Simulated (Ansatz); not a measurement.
# H2P: rigid scan of one bond length

How does the energy of H2P change as one bond is stretched? Wanted for H2P: a rigid scan of one bond length.

Program: Ansatz 0.2.0, driven from Python. Level of theory: r2SCAN0/def2-TZVP. These are calculated values, not measurements.

## (1) The structure

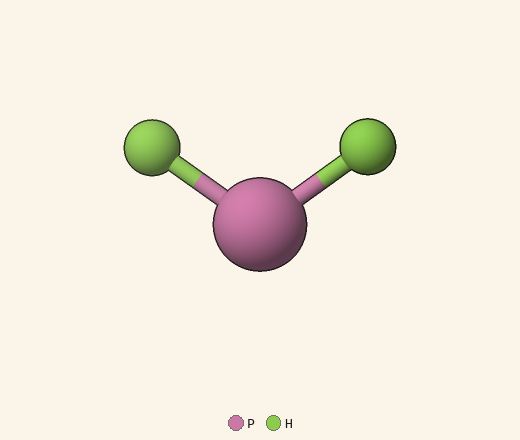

The structure that the script starts from, seen from a chosen angle (phosphorus pink, hydrogen green).

h2p.xyz, read by the script:

```xyz
3

P    -0.00190    0.54190    0.00000
H    -1.14850   -0.27510    0.00000
H     1.15040   -0.26680    0.00000
```

## (2) The script

scan.py reads:

```python
"""Stretching a bond of H2P, the rest held rigid."""

import ansatz as az
import matplotlib.pyplot as plt
import numpy as np

BASIS_SET = "def2-TZVP"
XC = "r2scan0"

molecule = az.Crystal.molecule_from_extxyz("h2p.xyz")

symbols = [site.symbol for site in molecule.cartesian_sites]
start = np.array([site.position_ang for site in molecule.cartesian_sites])
axis = (start[2] - start[0]) / np.linalg.norm(start[2] - start[0])
moving = [2]
lengths, energies = [1.239, 1.295, 1.351, 1.408, 1.464, 1.52, 1.577, 1.661], []
for length in lengths:
    xyz = start.copy()
    xyz[moving] += (length - np.linalg.norm(start[2] - start[0])) * axis
    point = az.Crystal.molecule()
    for symbol, place in zip(symbols, xyz):
        point = point.atom(symbol, place.tolist())
    calculation = point.calculation()
    calculation = calculation.basis(gaussian=BASIS_SET).functional(XC)
    calculation = calculation.spin("collinear", total=1)
    r = calculation.run(threads=1).report
    energies.append(r["free_energy_ev"])
    print(f"r = {length:6.3f} A  E = {energies[-1]:.5f} eV  <S^2> = {abs(r['mean_field']['state']['spin_squared']):.3f}")

# quartic fit about the minimum
fit = np.polynomial.Polynomial.fit(lengths, np.array(energies) - min(energies), 4).convert()
roots = [r.real for r in fit.deriv().roots() if abs(r.imag) < 1e-9 and fit.deriv(2)(r.real) > 0]
r_e = min(roots, key=lambda r: abs(r - lengths[int(np.argmin(energies))]))
print(f"minimum of the fit at {r_e:.4f} A, force constant {fit.deriv(2)(r_e):.2f} eV/A^2")
plt.figure(figsize=(4.5, 3))
plt.plot(lengths, np.array(energies) - min(energies), "o-")
plt.xlabel("bond length (A)")
plt.ylabel("E - E(min) (eV)")
plt.tight_layout()
plt.savefig("scan.png", dpi=100)
```

## (3) What the engine is handed

The package turns the script's settings into the engine's input (first run):

```yaml
crystal:
  periodic: [false, false, false]
  atoms:
    - { symbol: P, position_ang: [-0.0019, 0.5419, 0.0] }
    - { symbol: H, position_ang: [-1.1485, -0.2751, 0.0] }
    - { symbol: H, position_ang: [1.0122634262736492, -0.169853851277879, 0.0] }
basis:
  gaussian:
    orbitals: def2-TZVP
hamiltonian:
  xc: r2scan0
magnetization:
  spin_polarized: true
  initial_magnetization: 1.0
```

## (4) The run

The run is started by

```sh
$ python scan.py
```

What it wrote:

```text
r =  1.239 A  E = -9318.75259 eV  <S^2> = 0.761
r =  1.295 A  E = -9319.00842 eV  <S^2> = 0.761
r =  1.351 A  E = -9319.14568 eV  <S^2> = 0.761
r =  1.408 A  E = -9319.19183 eV  <S^2> = 0.761
r =  1.464 A  E = -9319.16695 eV  <S^2> = 0.761
r =  1.520 A  E = -9319.08932 eV  <S^2> = 0.761
r =  1.577 A  E = -9318.96968 eV  <S^2> = 0.761
r =  1.661 A  E = -9318.74098 eV  <S^2> = 0.762
minimum of the fit at 1.4132 A, force constant 21.62 eV/A^2
```

Run time: 11 s. Hardware: 1 thread of Arm Neoverse V2, shared host; peak memory 0.21 GiB.

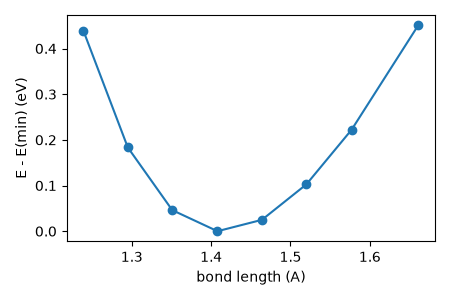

scan.png, as the script drew it.

## (5) What changed from run to run

The engine's inputs for some of the other runs:

Run 3, against run 1:

```diff
@@ -6 +6 @@
-    - { symbol: H, position_ang: [1.0122634262736492, -0.169853851277879, 0.0] }
+    - { symbol: H, position_ang: [1.1039392162192896, -0.23419318246683973, 0.0] }
```

Run 7, against run 1:

```diff
@@ -6 +6 @@
-    - { symbol: H, position_ang: [1.0122634262736492, -0.169853851277879, 0.0] }
+    - { symbol: H, position_ang: [1.2889278637881716, -0.3640207614731356, 0.0] }
```

Run 8, against run 1:

```diff
@@ -6 +6 @@
-    - { symbol: H, position_ang: [1.0122634262736492, -0.169853851277879, 0.0] }
+    - { symbol: H, position_ang: [1.357684706247402, -0.41227525986485625, 0.0] }
```

## (6) The runs side by side

The 8 runs, in the order started:

```csv
run,distance (Å),energy from run 4 (eV),<S²>,SCF cycles,CPU time (s)
1,1.24,0.4392,0.76,14,1.2
2,1.29,0.1834,0.76,15,1.2
3,1.35,0.0462,0.76,15,1.2
4,1.41,0.0000,0.76,15,1.2
5,1.46,0.0249,0.76,15,1.2
6,1.52,0.1025,0.76,16,1.2
7,1.58,0.2221,0.76,17,1.2
8,1.66,0.4509,0.76,17,1.2
```

## (7) Summary of results

| quantity | value |
| --- | --- |
| bond length at the fit's minimum | 1.4132 Å |
| runs compared | 8 |
| range of energy | 0.451 eV |
| lowest point, distance (Å) | 1.41 |

In words: The lowest point, at 1.41, lies inside the range. The ends stand 0.439 and 0.451 eV above it. The distance scanned is the script's pair 0, 2. Caveats:
- The rest of the molecule is held rigid at a force-field or estimated start geometry, and the basis set is modest; single-reference methods fail as a bond breaks.
- The species is open-shell (spin multiplicity 2).
